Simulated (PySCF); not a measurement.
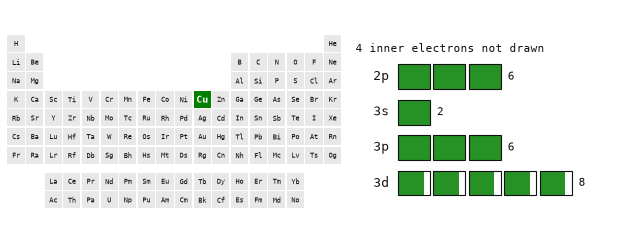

Figure 1. Left, the place of copper in the periodic table; right, the outer shells of the nominal configuration: a box for each of the 2l + 1 orbitals, shaded by the share of the shell that is filled, with the electron count at the right.

# Atomic calculation for Cu³⁺

- system: Cu³⁺, configuration 1s2 2s2 2p6 3s2 3p6 3d8, multiplicity 3.
- method: unrestricted HF, aug-cc-pVTZ-PP with ECP10, scalar-relativistic core potential (PySCF)

### Key numbers

- outcome: converged
- total energy (valence electrons, under a core potential): −194.053307 hartree
- ⟨S²⟩: 2.003
- ⟨L²⟩: 12.02
- static polarisability: 1.39 bohr³
- C₆ of the like pair: 3.13 hartree bohr⁶
- SCF iterations: 6
- hardware: 1 CPU thread, shared host
- CPU time: 19 s (integrals apart)

### Input file
```python
from pyscf import gto, scf, dft, mp, cc
mol = gto.M(atom="Cu 0 0 0", charge=3, spin=2, symmetry="D2h",
            basis="aug-cc-pVTZ-PP",
            ecp="aug-cc-pVTZ-PP")
mf = scf.UHF(mol)
mf.irrep_nelec = {'Ag': (3, 1), 'B1g': (1, 1), 'B2g': (1, 1), 'B3g': (1, 1), 'B1u': (1, 1), 'B2u': (1, 1), 'B3u': (1, 1)}
mf.kernel()
```

The script is an equivalent of what the driver set up; the driver started from orbitals of its own, so the log can be shorter than this script's would be, and it computed the properties (radii, ⟨L²⟩, response) afterwards. It held the occupations shell by shell, which the script's counts by irreducible representation don't always enforce.

### Log (extracts)
```
damping factor = 0
level_shift factor = 0
DIIS = <class 'pyscf.scf.diis.CDIIS'>
diis_start_cycle = 1
diis_space = 10
diis_damp = 0
SCF conv_tol = 1e-09
SCF conv_tol_grad = None
number electrons alpha = 9  beta = 7
cycle= 1 E= -194.053149957392  delta_E= -0.00885  |g|= 0.0387  |ddm|= 0.0334
cycle= 2 E= -194.053303324086  delta_E= -0.000153  |g|= 0.0055  |ddm|= 0.00651
cycle= 3 E= -194.053307068377  delta_E= -3.74e-06  |g|= 0.000839  |ddm|= 0.00203
cycle= 4 E= -194.053307181718  delta_E= -1.13e-07  |g|= 0.000276  |ddm|= 0.000539
cycle= 5 E= -194.053307205221  delta_E= -2.35e-08  |g|= 5.1e-05  |ddm|= 0.000231
cycle= 6 E= -194.05330720612  delta_E= -8.99e-10  |g|= 5.04e-06  |ddm|= 5.08e-05
converged SCF energy = -194.05330720612  <S^2> = 2.0025483  2S+1 = 3.0016984
```

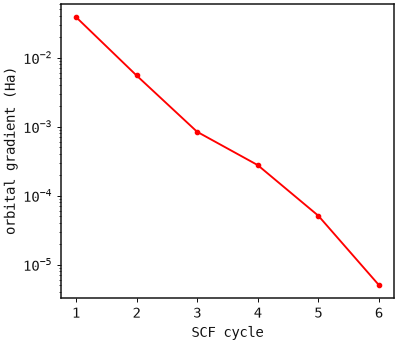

Figure 2. Convergence: orbital gradient against the SCF cycle. The residual falls at every step. It goes from 0.039 to 5.0×10⁻⁶ in 6 steps.

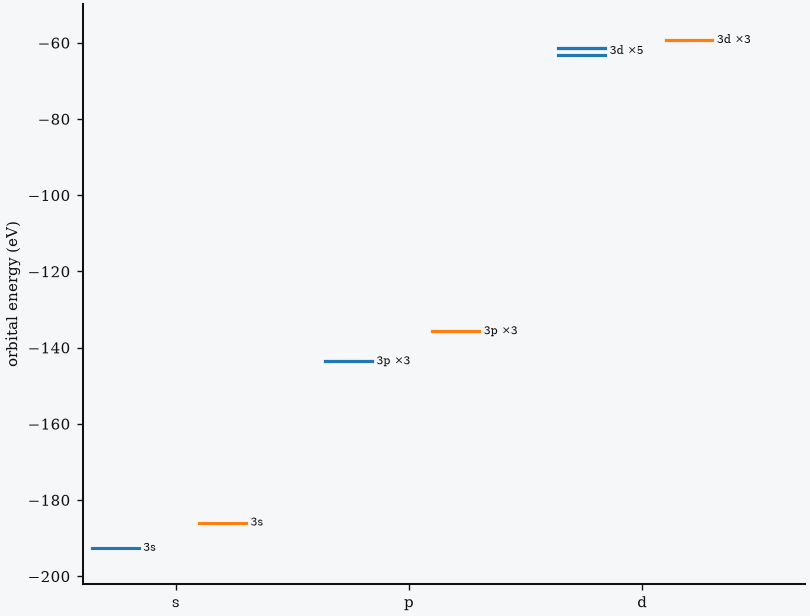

Figure 3. Orbital energies of the mean field, from the top down to −192.6 eV, by angular momentum, α spin at the left of each column and β at the right; ×n counts the orbitals under one label. The highest filled orbital is 3d β at −59.3 eV, the lowest empty one d β at −30.7 eV.

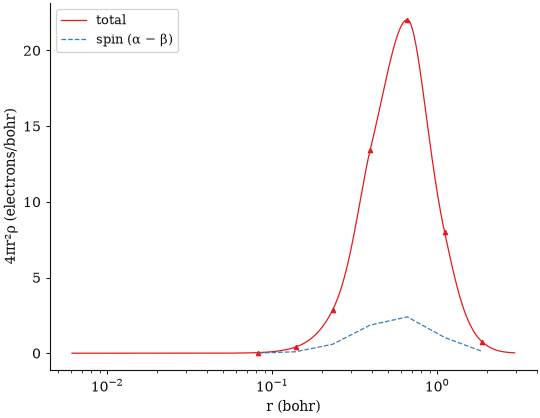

Figure 4. Spherically averaged radial density 4πr²ρ of the mean field (valence electrons alone, under a core potential) and its spin part; markers are the stored points, which are sparse, and the line is a monotone interpolation between them. The largest stored value is 22.0 electrons/bohr at r = 0.66 bohr. Root-mean-square radii of the shells: 3s 0.759, 3p 0.799, 3d 0.945 bohr.
